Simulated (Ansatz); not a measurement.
Geometry relaxation, with input and output: Al15SiO24 (part 5 of 5)

Continued. System: Al15SiO24 (defect cell, 40 atoms in the cell). Method: DFT, PBE, plane-wave PAW, default files, scalar-relativistic, spin-polarised (Ansatz 0.2.0); cutoff 420 eV, 3×3×3 k-mesh, Fermi–Dirac smearing of 0.01 eV, collinear spins. The structure derives from a Materials Project entry. It belongs to a series of runs on one base structure; here: Si on a Al site, charge +0, ions relaxed.

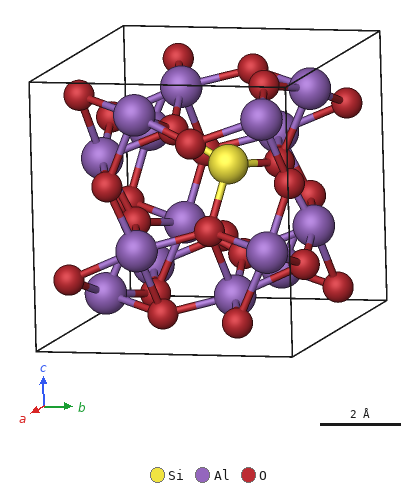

*The geometry at step 10 of the log (ball-and-stick view of the cell of the calculation, seen slightly off an axis).*

Trajectory as extended XYZ, continued
```
40
Lattice="-4.8050 -2.7742 4.3721 4.8050 -2.7742 4.3721 0.0000 5.5484 4.3721" Properties=species:S:1:pos:R:3:forces:R:3 step=7 energy=-22371.60947
Si    0.0000    0.0000    8.3407    0.0000   0.0000  -0.0530
Al   -0.0092    2.7748    4.1141    0.0270   0.0822   0.0022
Al    2.4077   -1.3794    4.1141    0.0577  -0.0644   0.0022
Al   -2.3985   -1.3954    4.1141   -0.0847  -0.0177   0.0022
Al    0.0000    0.0000   11.1453    0.0000   0.0000  -0.3664
Al    0.0142    2.7997    6.7822   -0.0115   0.0323  -0.0144
Al    2.4174   -1.4122    6.7822    0.0337  -0.0062  -0.0144
Al   -2.4317   -1.3875    6.7822   -0.0222  -0.0261  -0.0144
Al    0.0000    0.0000    1.9466    0.0000   0.0000  -0.0726
Al    0.0035   -2.7722    6.3068    0.0210  -0.1570  -0.0184
Al   -2.4025    1.3830    6.3068   -0.1464   0.0603  -0.0184
Al    2.3990    1.3891    6.3068    0.1255   0.0966  -0.0184
Al    0.0000    0.0000    4.6184    0.0000   0.0000  -0.0226
Al    0.0148   -2.7905    9.0096    0.0564   0.0601   0.0740
Al   -2.4241    1.3824    9.0096    0.0239  -0.0789   0.0740
Al    2.4092    1.4081    9.0096   -0.0803   0.0188   0.0740
O     0.9330   -1.3777    5.4686    0.0105   0.0241   0.0212
O    -3.8667   -1.4022    5.4729    0.0015  -0.0382  -0.0139
O    -1.5468    0.0326    9.9160    0.0195   0.0419   0.0475
O    -1.4786    2.7736    5.4513    0.0124  -0.0401   0.0370
O     1.6793    0.1059    7.6163   -0.2894  -0.0369   0.0177
O    -3.1237    0.0956    7.6804    0.0558  -0.0062   0.0002
O    -0.7227   -4.0465    7.6655   -0.0599   0.1512   0.0154
O    -0.7388   -1.2710    3.2743    0.0262  -0.0022   0.0035
O    -1.6596   -0.1191    5.4686    0.0156  -0.0212   0.0212
O     3.1413   -0.1063    5.4513   -0.0410   0.0093   0.0370
O     0.7190    4.0498    5.4729   -0.0338   0.0178  -0.0139
O     0.8016    1.3233    9.9160    0.0266  -0.0378   0.0475
O     0.7266    1.4968    5.4686   -0.0262  -0.0030   0.0212
O     0.7452   -1.3559    9.9160   -0.0461  -0.0041   0.0475
O    -1.6628   -2.6673    5.4513    0.0285   0.0308   0.0370
O     3.1477   -2.6476    5.4729    0.0324   0.0204  -0.0139
O    -0.7479   -1.5073    7.6163    0.1127   0.2691   0.0177
O    -0.7313    1.2753    3.2743   -0.0150  -0.0216   0.0035
O     1.6447    2.6574    7.6804   -0.0333  -0.0453   0.0002
O    -3.1430    2.6492    7.6655    0.1609  -0.0237   0.0154
O    -0.9314    1.4013    7.6163    0.1767  -0.2322   0.0177
O     3.8657    1.3973    7.6655   -0.1010  -0.1275   0.0154
O     1.4701   -0.0044    3.2743   -0.0112   0.0238   0.0035
O     1.4790   -2.7530    7.6804   -0.0226   0.0514   0.0002
40
Lattice="-4.8050 -2.7742 4.3721 4.8050 -2.7742 4.3721 0.0000 5.5484 4.3721" Properties=species:S:1:pos:R:3:forces:R:3 step=8 energy=-22371.60440 accepted=F
Si    0.0000    0.0000    8.2387    0.0000   0.0000   0.1082
Al   -0.0181    2.7788    4.1083    0.0525   0.0922   0.0075
Al    2.4156   -1.3737    4.1083    0.0536  -0.0916   0.0075
Al   -2.3975   -1.4051    4.1083   -0.1061  -0.0006   0.0075
Al    0.0000    0.0000   11.1031    0.0000   0.0000  -0.1608
Al    0.0230    2.8087    6.7699   -0.1009  -0.0079   0.0546
Al    2.4209   -1.4243    6.7699    0.0436   0.0913   0.0546
Al   -2.4439   -1.3844    6.7699    0.0573  -0.0834   0.0546
Al    0.0000    0.0000    1.9482    0.0000   0.0000  -0.0557
Al    0.0093   -2.7747    6.3054   -0.0955  -0.0055   0.1017
Al   -2.4076    1.3792    6.3054    0.0430   0.0854   0.1017
Al    2.3983    1.3954    6.3054    0.0525  -0.0799   0.1017
Al    0.0000    0.0000    4.6178    0.0000   0.0000  -0.0628
Al    0.0290   -2.7865    9.0254   -0.0034  -0.0705   0.0011
Al   -2.4276    1.3681    9.0254   -0.0593   0.0381   0.0011
Al    2.3987    1.4183    9.0254    0.0627   0.0323   0.0011
O     0.9357   -1.3726    5.4697    0.0165  -0.0003  -0.0029
O    -3.8622   -1.4088    5.4810   -0.0260  -0.0337  -0.1126
O    -1.5924    0.0470    9.9658    0.4931   0.1549  -0.2008
O    -1.4868    2.7722    5.4476   -0.0072  -0.0482   0.0341
O     1.6584    0.1050    7.5866   -0.5373  -0.1012   0.1992
O    -3.1153    0.0834    7.6991    0.0588   0.0107   0.0018
O    -0.7142   -4.0349    7.6746   -0.0567   0.1386  -0.0402
O    -0.7397   -1.2730    3.2723    0.0306  -0.0038   0.0137
O    -1.6565   -0.1241    5.4697   -0.0085  -0.0142  -0.0029
O     3.1442   -0.0984    5.4476   -0.0382   0.0303   0.0341
O     0.7111    4.0492    5.4810   -0.0162   0.0393  -0.1126
O     0.8369    1.3556    9.9658   -0.1124  -0.5045  -0.2008
O     0.7208    1.4966    5.4697   -0.0080   0.0144  -0.0029
O     0.7555   -1.4026    9.9658   -0.3808   0.3496  -0.2008
O    -1.6573   -2.6737    5.4476    0.0453   0.0179   0.0341
O     3.1512   -2.6404    5.4810    0.0421  -0.0056  -0.1126
O    -0.7383   -1.4887    7.5866    0.1810   0.5159   0.1992
O    -0.7326    1.2771    3.2723   -0.0186  -0.0246   0.0137
O     1.6298    2.6562    7.6991   -0.0202  -0.0563   0.0018
O    -3.1372    2.6360    7.6746    0.1484  -0.0202  -0.0402
O    -0.9201    1.3837    7.5866    0.3563  -0.4148   0.1992
O     3.8515    1.3989    7.6746   -0.0917  -0.1184  -0.0402
O     1.4723   -0.0041    3.2723   -0.0120   0.0284   0.0137
O     1.4854   -2.7396    7.6991   -0.0386   0.0456   0.0018
40
Lattice="-4.8050 -2.7742 4.3721 4.8050 -2.7742 4.3721 0.0000 5.5484 4.3721" Properties=species:S:1:pos:R:3:forces:R:3 step=9 energy=-22371.66201
Si    0.0000    0.0000    8.2897    0.0000   0.0000  -0.1462
Al   -0.0093    2.7792    4.1100    0.0172  -0.0214   0.0065
Al    2.4115   -1.3815    4.1100   -0.0271  -0.0042   0.0065
Al   -2.4022   -1.3977    4.1100    0.0099   0.0256   0.0065
Al    0.0000    0.0000   11.1118    0.0000   0.0000  -0.1717
Al    0.0158    2.8031    6.7751   -0.0351  -0.0839   0.0209
Al    2.4197   -1.4152    6.7751   -0.0551   0.0723   0.0209
Al   -2.4355   -1.3879    6.7751    0.0902   0.0116   0.0209
Al    0.0000    0.0000    1.9389    0.0000   0.0000   0.0496
Al    0.0079   -2.7774    6.3111    0.0258   0.0330   0.0003
Al   -2.4092    1.3818    6.3111    0.0157  -0.0389   0.0003
Al    2.4013    1.3955    6.3111   -0.0415   0.0059   0.0003
Al    0.0000    0.0000    4.6111    0.0000   0.0000   0.0733
Al    0.0217   -2.7894    9.0253   -0.0184   0.1087  -0.0229
Al   -2.4265    1.3760    9.0253    0.1033  -0.0385  -0.0229
Al    2.4049    1.4135    9.0253   -0.0850  -0.0703  -0.0229
O     0.9330   -1.3779    5.4656    0.0406  -0.0139  -0.0227
O    -3.8624   -1.4097    5.4694   -0.0288  -0.0292  -0.0112
O    -1.5662    0.0491    9.9508    0.0544   0.0266   0.0036
O    -1.4825    2.7679    5.4535   -0.0069   0.0218  -0.0056
O     1.6431    0.0963    7.5996   -0.1810   0.0159   0.0946
O    -3.1112    0.0884    7.6907   -0.0395   0.0173   0.0213
O    -0.7203   -4.0255    7.6688   -0.0168  -0.0044   0.0135
O    -0.7399   -1.2723    3.2712    0.0076   0.0039  -0.0335
O    -1.6598   -0.1191    5.4656   -0.0324  -0.0282  -0.0227
O     3.1384   -0.1000    5.4535    0.0223  -0.0049  -0.0056
O     0.7104    4.0498    5.4694   -0.0108   0.0396  -0.0112
O     0.8256    1.3318    9.9508   -0.0042  -0.0605   0.0036
O     0.7268    1.4969    5.4656   -0.0082   0.0421  -0.0227
O     0.7406   -1.3809    9.9508   -0.0503   0.0338   0.0036
O    -1.6558   -2.6679    5.4535   -0.0154  -0.0169  -0.0056
O     3.1520   -2.6401    5.4694    0.0397  -0.0104  -0.0112
O    -0.7381   -1.4711    7.5996    0.1043   0.1488   0.0946
O    -0.7318    1.2769    3.2712   -0.0004  -0.0086  -0.0335
O     1.6321    2.6502    7.6907    0.0347   0.0256   0.0213
O    -3.1260    2.6366    7.6688    0.0046   0.0168   0.0135
O    -0.9050    1.3748    7.5996    0.0768  -0.1647   0.0946
O     3.8464    1.3889    7.6688    0.0122  -0.0124   0.0135
O     1.4718   -0.0047    3.2712   -0.0072   0.0046  -0.0335
O     1.4791   -2.7385    7.6907    0.0048  -0.0428   0.0213
40
Lattice="-4.8050 -2.7742 4.3721 4.8050 -2.7742 4.3721 0.0000 5.5484 4.3721" Properties=species:S:1:pos:R:3:forces:R:3 step=10 energy=-22371.65186 accepted=F
Si    0.0000    0.0000    8.2743    0.0000   0.0000   0.2776
Al   -0.0055    2.7845    4.1086    0.0047  -0.0253  -0.0075
Al    2.4142   -1.3875    4.1086   -0.0242   0.0086  -0.0075
Al   -2.4087   -1.3970    4.1086    0.0196   0.0167  -0.0075
Al    0.0000    0.0000   11.0931    0.0000   0.0000  -0.0193
Al    0.0085    2.8015    6.7759    0.0288  -0.0367   0.0062
Al    2.4219   -1.4082    6.7759   -0.0462  -0.0066   0.0062
Al   -2.4305   -1.3934    6.7759    0.0174   0.0433   0.0062
Al    0.0000    0.0000    1.9376    0.0000   0.0000   0.0027
Al    0.0152   -2.7835    6.3119    0.0095   0.0377   0.0123
Al   -2.4182    1.3786    6.3119    0.0279  -0.0271   0.0123
Al    2.4030    1.4049    6.3119   -0.0375  -0.0106   0.0123
Al    0.0000    0.0000    4.6079    0.0000   0.0000   0.0379
Al    0.0158   -2.7841    9.0260    0.0560   0.0394  -0.0087
Al   -2.4190    1.3783    9.0260    0.0061  -0.0682  -0.0087
Al    2.4032    1.4057    9.0260   -0.0621   0.0288  -0.0087
O     0.9351   -1.3821    5.4592   -0.0175   0.0618   0.1331
O    -3.8655   -1.4101    5.4661    0.0315   0.0009   0.0231
O    -1.5606    0.0504    9.9469   -0.0792   0.0118   0.0677
O    -1.4842    2.7653    5.4568    0.0548  -0.0321   0.0461
O     1.6402    0.0988    7.6266    0.0013  -0.0413  -0.3395
O    -3.1113    0.0880    7.6877    0.0146  -0.0049  -0.0092
O    -0.7182   -4.0280    7.6682   -0.0400   0.0671  -0.0013
O    -0.7420   -1.2721    3.2704   -0.0011  -0.0072  -0.0220
O    -1.6644   -0.1188    5.4592    0.0623  -0.0157   0.1331
O     3.1369   -0.0973    5.4568   -0.0552  -0.0314   0.0461
O     0.7116    4.0527    5.4661   -0.0150  -0.0277   0.0231
O     0.8240    1.3263    9.9469    0.0498   0.0627   0.0677
O     0.7294    1.5008    5.4592   -0.0448  -0.0461   0.1331
O     0.7366   -1.3767    9.9469    0.0294  -0.0745   0.0677
O    -1.6527   -2.6680    5.4568    0.0004   0.0635   0.0461
O     3.1539   -2.6426    5.4661   -0.0165   0.0268   0.0231
O    -0.7345   -1.4698    7.6266   -0.0365   0.0195  -0.3395
O    -0.7307    1.2786    3.2704   -0.0057   0.0045  -0.0220
O     1.6319    2.6504    7.6877   -0.0115  -0.0102  -0.0092
O    -3.1293    2.6360    7.6682    0.0781   0.0011  -0.0013
O    -0.9056    1.3710    7.6266    0.0351   0.0218  -0.3395
O     3.8474    1.3920    7.6682   -0.0381  -0.0682  -0.0013
O     1.4727   -0.0065    3.2704    0.0068   0.0026  -0.0220
O     1.4794   -2.7384    7.6877   -0.0030   0.0151  -0.0092
40
Lattice="-4.8050 -2.7742 4.3721 4.8050 -2.7742 4.3721 0.0000 5.5484 4.3721" Properties=species:S:1:pos:R:3:forces:R:3 step=11 energy=-22371.67023
Si    0.0000    0.0000    8.2765    0.0000   0.0000   0.0188
Al   -0.0084    2.7791    4.1098   -0.0014   0.0331   0.0009
Al    2.4109   -1.3823    4.1098    0.0294  -0.0154   0.0009
Al   -2.4025   -1.3968    4.1098   -0.0280  -0.0178   0.0009
Al    0.0000    0.0000   11.0995    0.0000   0.0000  -0.0495
Al    0.0142    2.7995    6.7753   -0.0149   0.0185  -0.0057
Al    2.4174   -1.4120    6.7753    0.0235   0.0036  -0.0057
Al   -2.4315   -1.3875    6.7753   -0.0086  -0.0222  -0.0057
Al    0.0000    0.0000    1.9407    0.0000   0.0000  -0.0087
Al    0.0111   -2.7765    6.3117    0.0099  -0.0359   0.0038
Al   -2.4101    1.3787    6.3117   -0.0360   0.0094   0.0038
Al    2.3990    1.3978    6.3117    0.0262   0.0265   0.0038
Al    0.0000    0.0000    4.6138    0.0000   0.0000  -0.0036
Al    0.0210   -2.7842    9.0259   -0.0011  -0.0125   0.0081
Al   -2.4216    1.3739    9.0259   -0.0103   0.0072   0.0081
Al    2.4007    1.4102    9.0259    0.0114   0.0053   0.0081
O     0.9347   -1.3777    5.4658    0.0061   0.0012  -0.0140
O    -3.8628   -1.4105    5.4691   -0.0068   0.0132  -0.0097
O    -1.5668    0.0516    9.9545    0.0052  -0.0120   0.0152
O    -1.4832    2.7660    5.4539   -0.0192  -0.0126   0.0046
O     1.6314    0.0967    7.6003   -0.0374   0.0093   0.0108
O    -3.1105    0.0877    7.6926    0.0043  -0.0030   0.0020
O    -0.7210   -4.0227    7.6691   -0.0036   0.0270  -0.0044
O    -0.7401   -1.2729    3.2702    0.0112  -0.0088   0.0028
O    -1.6605   -0.1206    5.4658   -0.0021  -0.0059  -0.0140
O     3.1370   -0.0985    5.4539   -0.0013   0.0229   0.0046
O     0.7098    4.0505    5.4691    0.0148  -0.0007  -0.0097
O     0.8281    1.3311    9.9545   -0.0129   0.0015   0.0152
O     0.7258    1.4984    5.4658   -0.0041   0.0047  -0.0140
O     0.7388   -1.3827    9.9545    0.0078   0.0105   0.0152
O    -1.6538   -2.6675    5.4539    0.0205  -0.0103   0.0046
O     3.1529   -2.6400    5.4691   -0.0080  -0.0125  -0.0097
O    -0.7320   -1.4612    7.6003    0.0267   0.0278   0.0108
O    -0.7323    1.2774    3.2702   -0.0132  -0.0053   0.0028
O     1.6312    2.6500    7.6926   -0.0047  -0.0022   0.0020
O    -3.1233    2.6357    7.6691    0.0252  -0.0104  -0.0044
O    -0.8994    1.3645    7.6003    0.0107  -0.0370   0.0108
O     3.8443    1.3870    7.6691   -0.0216  -0.0166  -0.0044
O     1.4725   -0.0045    3.2702    0.0020   0.0140   0.0028
O     1.4793   -2.7376    7.6926    0.0004   0.0052   0.0020
40
Lattice="-4.8050 -2.7742 4.3721 4.8050 -2.7742 4.3721 0.0000 5.5484 4.3721" Properties=species:S:1:pos:R:3:forces:R:3 step=12 energy=-22371.67110
Si    0.0000    0.0000    8.2761    0.0000   0.0000  -0.0040
Al   -0.0087    2.7809    4.1089    0.0024  -0.0028   0.0039
Al    2.4127   -1.3829    4.1089   -0.0036  -0.0006   0.0039
Al   -2.4040   -1.3980    4.1089    0.0013   0.0035   0.0039
Al    0.0000    0.0000   11.0961    0.0000   0.0000  -0.0103
Al    0.0112    2.7993    6.7743    0.0023   0.0012  -0.0006
Al    2.4187   -1.4094    6.7743   -0.0001  -0.0026  -0.0006
Al   -2.4299   -1.3899    6.7743   -0.0022   0.0014  -0.0006
Al    0.0000    0.0000    1.9401    0.0000   0.0000  -0.0011
Al    0.0145   -2.7772    6.3132   -0.0044   0.0025  -0.0016
Al   -2.4124    1.3760    6.3132    0.0044   0.0025  -0.0016
Al    2.3979    1.4012    6.3132    0.0000  -0.0051  -0.0016
Al    0.0000    0.0000    4.6133    0.0000   0.0000  -0.0013
Al    0.0211   -2.7838    9.0271   -0.0001  -0.0005   0.0021
Al   -2.4214    1.3737    9.0271   -0.0004   0.0003   0.0021
Al    2.4003    1.4101    9.0271    0.0005   0.0002   0.0021
O     0.9364   -1.3777    5.4640   -0.0009   0.0015   0.0021
O    -3.8625   -1.4110    5.4678   -0.0016   0.0008  -0.0013
O    -1.5676    0.0531    9.9581    0.0000   0.0011  -0.0015
O    -1.4862    2.7641    5.4544    0.0066   0.0002   0.0040
O     1.6272    0.0979    7.6001    0.0002  -0.0012   0.0016
O    -3.1097    0.0858    7.6929    0.0029   0.0024  -0.0010
O    -0.7198   -4.0199    7.6695   -0.0028  -0.0007  -0.0016
O    -0.7402   -1.2736    3.2696    0.0006  -0.0013  -0.0005
O    -1.6613   -0.1221    5.4640    0.0018   0.0000   0.0021
O     3.1369   -0.0950    5.4544   -0.0031  -0.0058   0.0040
O     0.7093    4.0506    5.4678    0.0015   0.0010  -0.0013
O     0.8297    1.3310    9.9581    0.0010  -0.0006  -0.0015
O     0.7249    1.4998    5.4640   -0.0009  -0.0015   0.0021
O     0.7378   -1.3841    9.9581   -0.0010  -0.0006  -0.0015
O    -1.6507   -2.6691    5.4544   -0.0035   0.0056   0.0040
O     3.1532   -2.6395    5.4678    0.0002  -0.0018  -0.0013
O    -0.7289   -1.4582    7.6001   -0.0011   0.0005   0.0016
O    -0.7329    1.2778    3.2696   -0.0014   0.0001  -0.0005
O     1.6291    2.6502    7.6929    0.0006  -0.0037  -0.0010
O    -3.1214    2.6333    7.6695    0.0008   0.0028  -0.0016
O    -0.8984    1.3603    7.6001    0.0010   0.0007   0.0016
O     3.8412    1.3866    7.6695    0.0020  -0.0021  -0.0016
O     1.4730   -0.0042    3.2696    0.0008   0.0012  -0.0005
O     1.4806   -2.7360    7.6929   -0.0035   0.0013  -0.0010
```

Key numbers

| quantity | value |
| --- | --- |
| outcome | converged |
| electrons treated | 193 |
| free energy | −22371.6711 eV |
| Fermi energy | 12.577 eV |
| net moment of the cell | 1.00 μB |
| integrated absolute moment | 1.05 μB |
| pressure | 3.58 GPa |
| final volume | 349.68 Å³ |
| field gradient V_zz (10²¹ V/m²) | Si −1.82, Al 0.78, Al 0.78, Al 0.78, Al 0.46, Al 0.41, Al 0.41, Al 0.41 (the first 8 of 40 sites) |
| largest force (length of the vector) at the end | 0.010 eV/Å |
| wall time | 9.9 min |
| peak memory | 1.1 GiB |

Notes

The program warns: the SCF threshold is looser than advised for the printed stress.
